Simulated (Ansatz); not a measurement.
# GaAsH2 (singlet): from Hartree-Fock to the top rungs, cc-pVTZ

How much of the correlation energy of GaAsH2 (singlet) does each wave-function method recover here?

Computed with Ansatz 0.2.0, Gaussian basis. Level: cc-pVTZ, core rule «outside noble gas», up to 28 orbitals frozen.

The runs, in order: UHF; CCSD(T) on RHF; BCCD(T) on RHF; CCSDT(Q) on RHF; CASSCF and MRCISD+Q, 10 electrons in 10 orbitals; CASSCF and NEVPT2, 10 electrons in 10 orbitals.

7 further runs of the same task are left out: 4 for a known fault of the program, 3 set aside as unsound or not needed. Runs told in other sessions of the task aren't counted.

## Step 1: The geometry

The geometry is a PBE0/def2-TZVP stationary point (not a proven minimum). No spin-orbit coupling is included. The filled d shell of Ga, As may be among the frozen orbitals whatever the setting's name suggests.

4 atoms, charge 0, spin multiplicity 1.

Atoms are counted from 1 here; the program's logs count them from 0.

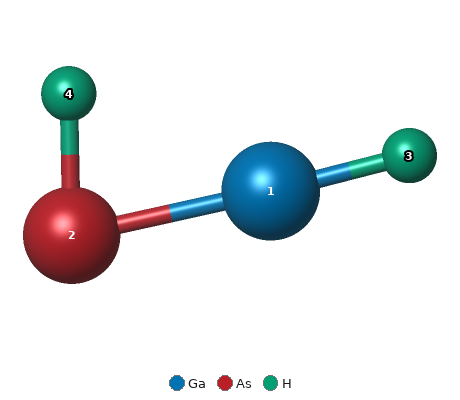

The geometry (gallium blue, arsenic red, hydrogen teal); atoms are numbered from 1 in the order of the file.

In the tables R marks a restricted determinant and U an unrestricted one; 'valence' is the active space of 10 electrons in 10 orbitals; energies count from the table's Hartree-Fock row.

## Step 2: UHF

Contents of in.yaml:

```yaml
crystal:
  periodic: [false, false, false]
  atoms:
    - {symbol: Ga, position_ang: [0.000000, -0.003661, 1.136466]}
    - {symbol: As, position_ang: [0.000000, 0.024500, -1.083153]}
    - {symbol: H, position_ang: [0.000000, -0.074329, 2.693107]}
    - {symbol: H, position_ang: [0.000000, -1.493518, -0.794465]}
basis:
  gaussian: {orbitals: cc-pVTZ}
magnetization: {spin_polarized: true, initial_magnetization: 0}
hamiltonian: {xc: hf}
output: {orbitals: {seedname: orbitals}}
```

Started as:

```sh
$ ansatz run in.yaml --threads 1 --pin off --events-out ev --progress --plain --max-ram 4096MiB --backend cpu
```

Output:

```text
Functional definition: HF
  name "HF"
  cite "Fock, Z. Phys. 61, 126 (1930) doi:10.1007/BF01340294"
  parent pbe
  exchange = exact_x
  correlation = 0
723 factors; integrals over basis functions are off by at most 1.7e-3 eV
mean field evaluation 1: about -113162.0682 eV, gradient 1.1e1 eV
mean field evaluation 2: about -113162.0707 eV, gradient 1.1e1 eV
mean field evaluation 4: about -113163.1406 eV, gradient 1.4e0 eV
mean field evaluation 8: about -113163.1728 eV, gradient 2.3e-3 eV
mean field evaluation 16: about -113163.0039 eV, gradient 1.0e0 eV
mean field evaluation 32: about -113156.2402 eV, gradient 1.5e1 eV
mean field -113163.17278126 eV, -4158.6698949579 hartree, gradient 1.9e-5 eV, S^2 0.000000; 0 other end points of the search recorded, 0 dependent functions left out
reference -113163.17278126 eV, -4158.6698949579 hartree; 33, 33 occupied and 81, 81 virtual orbitals, 723 factors
Total energy: -113163.17278126 eV, -4158.6698949579 hartree
```

Run time: 6 s. Hardware: 1 thread of AMD EPYC 7R13, shared host; peak memory 0.28 GiB.

From the report: ⟨S²⟩ of the determinant 0.000 (pure singlet: 0.00).

The unrestricted search falls back on the restricted solution.

## Step 3: CCSD(T) on RHF

in.yaml, as its differences from that of step 2:

```diff
@@ -9,4 +9,4 @@
   gaussian: {orbitals: cc-pVTZ}
-magnetization: {spin_polarized: true, initial_magnetization: 0}
-hamiltonian: {xc: hf}
-output: {orbitals: {seedname: orbitals}}
+magnetization: {spin_polarized: false}
+correlation: {method: ccsd_t, electrons: outside_noble_gas}
+output: {forces: true}
```

The command is unchanged.

Output, cut to the lines that bear on the results:

```text
Functional definition: HF
  name "HF"
  cite "Fock, Z. Phys. 61, 126 (1930) doi:10.1007/BF01340294"
  parent pbe
[...]
723 factors; integrals over basis functions are off by at most 1.7e-3 eV
[...]
mean field -113163.17278126 eV, -4158.6698949579 hartree, gradient 1.4e-6 eV, S^2 0.000000; 0 other end points of the search recorded, 0 dependent functions left out
28 core orbitals not correlated: weight in the atoms' cores, before any rotation towards them, 0.997 or more for the frozen orbitals, at most 0.002 for the correlated occupied ones
reference -113163.17278126 eV, -4158.6698949579 hartree; 5, 5 occupied and 81, 81 virtual orbitals, 723 factors
second order -5.60019784 eV of doubles, -0.00000000 eV of singles
cycle   1  -6.05637769 eV  change   -4.6e-1 eV  update   7.6e-2
[...]
cycle  11  -6.31260235 eV  change   -3.1e-6 eV  update   2.9e-6
perturbative correction -0.31686937 eV, -0.0116447345 hartree
[...]
Total energy: -113169.80225298 eV, -4158.9135235499 hartree
Atom 0 at     0.000000    -0.003661     1.136466 Å, force    -0.000000    -0.013577     0.457341 eV/Å
Atom 1 at     0.000000     0.024500    -1.083153 Å, force    -0.000000     0.104390    -0.744221 eV/Å
Atom 2 at     0.000000    -0.074329     2.693107 Å, force     0.000000    -0.004316     0.265617 eV/Å
Atom 3 at     0.000000    -1.493518    -0.794465 Å, force     0.000000    -0.086496     0.021263 eV/Å
Dipole moment:     0.000000    -0.000487     0.512063 e Å
```

Wall time 13 s (1 thread of AMD EPYC 7R13, shared host); peak memory 0.44 GiB.

From the report: correlation -6.6295 eV; T1 0.019; largest double amplitude 0.08.

## Step 4: BCCD(T) on RHF

in.yaml, as its differences from that of step 3:

```diff
@@ -10,3 +10,2 @@
 magnetization: {spin_polarized: false}
-correlation: {method: ccsd_t, electrons: outside_noble_gas}
-output: {forces: true}
+correlation: {method: bccd_t, electrons: outside_noble_gas}
```

Same command.

Output, cut to the lines that bear on the results:

```text
Functional definition: HF
  name "HF"
  cite "Fock, Z. Phys. 61, 126 (1930) doi:10.1007/BF01340294"
  parent pbe
[...]
723 factors; integrals over basis functions are off by at most 1.7e-3 eV
[...]
mean field -113163.17278126 eV, -4158.6698949579 hartree, gradient 1.4e-6 eV, S^2 0.000000; 0 other end points of the search recorded, 0 dependent functions left out
28 core orbitals not correlated: weight in the atoms' cores, before any rotation towards them, 0.997 or more for the frozen orbitals, at most 0.002 for the correlated occupied ones
reference -113163.17278126 eV, -4158.6698949579 hartree; 5, 5 occupied and 81, 81 virtual orbitals, 723 factors
second order -5.60019784 eV of doubles, -0.00000000 eV of singles
cycle   1  -6.06742184 eV  change   -4.7e-1 eV  update   7.6e-2
[...]
cycle  11  -6.30097288 eV  change   -5.7e-6 eV  update   5.4e-6
perturbative correction -0.32889683 eV, -0.0120867357 hartree
Total energy: -113169.80265098 eV, -4158.9135381761 hartree
```

Run time: 4.8 s. Hardware: 1 thread of AMD EPYC 7R13, shared host; peak memory 0.35 GiB.

From the report: correlation -6.6299 eV; largest double amplitude 0.08.

## Step 5: CCSDT(Q) on RHF

in.yaml, as its differences from that of step 4:

```diff
@@ -10,2 +10,2 @@
 magnetization: {spin_polarized: false}
-correlation: {method: bccd_t, electrons: outside_noble_gas}
+correlation: {method: ccsdt_q, electrons: outside_noble_gas}
```

Started as:

```sh
$ ansatz run in.yaml --threads 2 --pin off --events-out ev --progress --plain --max-ram 24576MiB --backend cuda --devices 0, --max-vram 18GiB
```

Output, cut to the lines that bear on the results:

```text
Functional definition: HF
  name "HF"
  cite "Fock, Z. Phys. 61, 126 (1930) doi:10.1007/BF01340294"
  parent pbe
[...]
1360 factors; integrals over basis functions are off by at most 2.2e-7 eV
[...]
mean field -113163.17282283 eV, -4158.6698964855 hartree, gradient 1.4e-6 eV, S^2 0.000000; 0 other end points of the search recorded, 0 dependent functions left out
28 core orbitals not correlated: weight in the atoms' cores, before any rotation towards them, 0.997 or more for the frozen orbitals, at most 0.002 for the correlated occupied ones
reference -113163.17282283 eV, -4158.6698964855 hartree; 5, 5 occupied and 81, 81 virtual orbitals, 1360 factors
second order -5.60024609 eV of doubles, -0.00000000 eV of singles
cycle   1  -6.05635078 eV  change   -4.6e-1 eV  update   9.6e-2
[...]
cycle  16  -6.65841894 eV  change    8.0e-8 eV  update   4.3e-7
perturbative correction -0.02293546 eV, -0.0008428626 hartree
Total energy: -113169.85417723 eV, -4158.9154317308 hartree
```

Wall time 11 s (1 × H100 (card shared with other runs) with 2 threads of AMD EPYC 7R13, shared host); peak host memory 0.81 GiB.

From the report: correlation -6.6814 eV; T1 0.021; largest double amplitude 0.10.

## Step 6: CASSCF and MRCISD+Q, 10 electrons in 10 orbitals

in.yaml, as its differences from that of step 5:

```diff
@@ -9,3 +9,2 @@
   gaussian: {orbitals: cc-pVTZ}
-magnetization: {spin_polarized: false}
-correlation: {method: ccsdt_q, electrons: outside_noble_gas}
+correlation: {method: fic_mrcisd_q, electrons: outside_noble_gas, active_space: {window: {electrons: 10, orbitals: 10}, shells: [{species: As, l: s, shell: 4}, {species: As, l: p, shell: 4}, {species: Ga, l: s, shell: 4}, {species: Ga, l: p, shell: 4}, {species: H, l: s, shell: 1}]}}
```

Same command.

Output, cut to the lines that bear on the results:

```text
Functional definition: HF
  name "HF"
  cite "Fock, Z. Phys. 61, 126 (1930) doi:10.1007/BF01340294"
  parent pbe
[...]
1360 factors; integrals over basis functions are off by at most 2.2e-7 eV
[...]
mean field -113163.17282283 eV, -4158.6698964855 hartree, gradient 1.4e-6 eV, S^2 0.000000; 0 other end points of the search recorded, 0 dependent functions left out
reference -113163.17282283 eV, -4158.6698964855 hartree; 33, 33 occupied and 81, 81 virtual orbitals, 1360 factors
state -113165.57477905 eV, -4158.7581667484 hartree
contracted CI cycle   1: correlation 0.00000000 eV, 0.0000000000 hartree, residual 1.62e1 eV
contracted CI cycle   2: correlation -3.76607726 eV, -0.1384007866 hartree, residual 3.38e0 eV
contracted CI cycle   3: correlation -3.94001354 eV, -0.1447928270 hartree, residual 8.31e-1 eV
contracted CI cycle   4: correlation -3.95030981 eV, -0.1451712079 hartree, residual 2.21e-1 eV
contracted CI cycle   5: correlation -3.95102328 eV, -0.1451974274 hartree, residual 6.16e-2 eV
contracted CI cycle   6: correlation -3.95107613 eV, -0.1451993695 hartree, residual 1.64e-2 eV
contracted CI cycle   7: correlation -3.95107994 eV, -0.1451995095 hartree, residual 4.59e-3 eV
contracted CI cycle   8: correlation -3.95108023 eV, -0.1451995203 hartree, residual 1.37e-3 eV
state -113165.57477905 eV, -4158.7581667484 hartree; corrected -113169.83661450 eV, -4158.9147863124 hartree
Total energy: -113169.83661450 eV, -4158.9147863124 hartree
Checks for a lower state left out: starts, orbital_swaps
```

Wall time 53 s (1 × H100 (card shared with other runs) with 2 threads of AMD EPYC 7R13, shared host); peak host memory 0.93 GiB.

From the report: 32,144 determinants; active occupations 1.99, 1.98, 1.96, 1.95, 1.95, 0.06, 0.05, 0.03, 0.02, 0.02.

## Step 7: CASSCF and NEVPT2, 10 electrons in 10 orbitals

Contents of in.yaml:

```yaml
crystal:
  periodic: [false, false, false]
  atoms:
    - {symbol: Ga, position_ang: [0.000000, -0.003661, 1.136466]}
    - {symbol: As, position_ang: [0.000000, 0.024500, -1.083153]}
    - {symbol: H, position_ang: [0.000000, -0.074329, 2.693107]}
    - {symbol: H, position_ang: [0.000000, -1.493518, -0.794465]}
basis:
  gaussian: {orbitals: cc-pVTZ}
correlation: {method: sc_nevpt2, electrons: outside_noble_gas, active_space: {window: {electrons: 10, orbitals: 10}, shells: [{species: As, l: s, shell: 4}, {species: As, l: p, shell: 4}, {species: Ga, l: s, shell: 4}, {species: Ga, l: p, shell: 4}, {species: H, l: s, shell: 1}]}}
```

Launched as before.

Output:

```text
Functional definition: HF
  name "HF"
  cite "Fock, Z. Phys. 61, 126 (1930) doi:10.1007/BF01340294"
  parent pbe
  exchange = exact_x
  correlation = 0
1360 factors; integrals over basis functions are off by at most 2.2e-7 eV
mean field evaluation 1: about -113161.9565 eV, gradient 1.5e1 eV
mean field evaluation 2: about -113162.0503 eV, gradient 1.5e1 eV
mean field evaluation 4: about -113163.1416 eV, gradient 2.0e0 eV
mean field evaluation 8: about -113163.1716 eV, gradient 2.5e-1 eV
mean field evaluation 16: about -113163.1728 eV, gradient 1.4e-6 eV
mean field -113163.17282283 eV, -4158.6698964855 hartree, gradient 1.4e-6 eV, S^2 0.000000; 0 other end points of the search recorded, 0 dependent functions left out
reference -113163.17282283 eV, -4158.6698964855 hartree; 33, 33 occupied and 81, 81 virtual orbitals, 1360 factors
state -113165.57477905 eV, -4158.7581667484 hartree
state -113165.57477905 eV, -4158.7581667484 hartree; corrected -113168.88217272 eV, -4158.8797112242 hartree
Total energy: -113168.88217272 eV, -4158.8797112242 hartree
Checks for a lower state left out: starts, orbital_swaps
```

Wall time 41 s (1 × H100 (card shared with other runs) with 2 threads of AMD EPYC 7R13, shared host); peak host memory 0.89 GiB.

From the report: 32,144 determinants; active occupations 1.99, 1.98, 1.96, 1.95, 1.95, 0.06, 0.05, 0.03, 0.02, 0.02.

## Step 8: How many determinants matter

Natural occupations of the CASSCF valence state about the gap (report; correlated orbitals 1 to 10): 1.993, 1.975, 1.955, 1.946, 1.945, 0.059, 0.053, 0.034, 0.024, 0.016. The count of effectively unpaired electrons, Σ n²(2 − n)², is 0.06; a single determinant of this spin has 0.

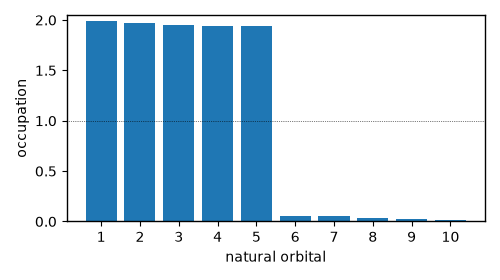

Natural occupations of the CASSCF valence state.

## Step 9: All levels against the top one

The yardstick is RCCSDT(Q), where the cluster series has nearly closed. Rows without a time are mean-field rows or come out of runs for another level: lower rungs of the coupled-cluster runs, CASSCF and MRCISD of the multireference runs, or the Hartree-Fock search. The times of RCCSD(T) include forces.

```
          method  energy from the lowest RHF (meV)  from RCCSDT(Q) (meV)        time
             RHF                               0.0               +6681.4            
            RMP2                           -5600.2               +1081.2            
           RCCSD                           -6312.6                +368.8            
        RCCSD(T)                           -6629.5                 +51.9        13 s
         BCCD(T)                           -6629.9                 +51.5       4.8 s
          RCCSDT                           -6658.5                 +22.9            
       RCCSDT(Q)                           -6681.4                     0  11 s (GPU)
  CASSCF valence                           -2402.0               +4279.4            
  NEVPT2 valence                           -5709.4                +972.0  41 s (GPU)
  MRCISD valence                           -6353.1                +328.3            
MRCISD+Q valence                           -6663.8                 +17.6  53 s (GPU)
```

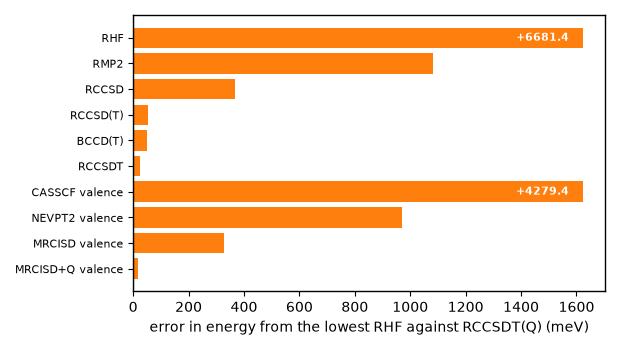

Error of each method against RCCSDT(Q). Bars with a number in them are cut short.

Some runs used a GPU and others CPU threads alone; cost is compared among the CPU runs only.

With the free atoms at the same levels and basis (separate runs), the atomisation energy is 7.614 eV at RCCSDT(Q), 7.588 eV at RCCSD(T), 4.660 eV at RHF.

## Step 10: What came out

| quantity | value |
| --- | --- |
| RCCSDT(Q) from the RHF energy | -6.6814 eV |
| RMP2 from RCCSDT(Q) | +1081.2 meV |
| RCCSD from RCCSDT(Q) | +368.8 meV |
| RCCSD(T) from RCCSDT(Q) | +51.9 meV |
| NEVPT2 valence from RCCSDT(Q) | +972.0 meV |
| MRCISD+Q valence from RCCSDT(Q) | +17.6 meV |
| levels within 1 kcal/mol (43 meV) | RCCSDT, MRCISD+Q valence |
| T1 diagnostic | 0.019 |
| effectively unpaired electrons | 0.06 |

RCCSD(T) misses by +51.9 meV, 0.8 % of the correlation energy. One determinant dominates. Of the multireference levels listed MRCISD+Q valence comes nearest in total energy (+17.6 meV), which doesn't show that its space is the better one. These misses are within one basis, not against nature.
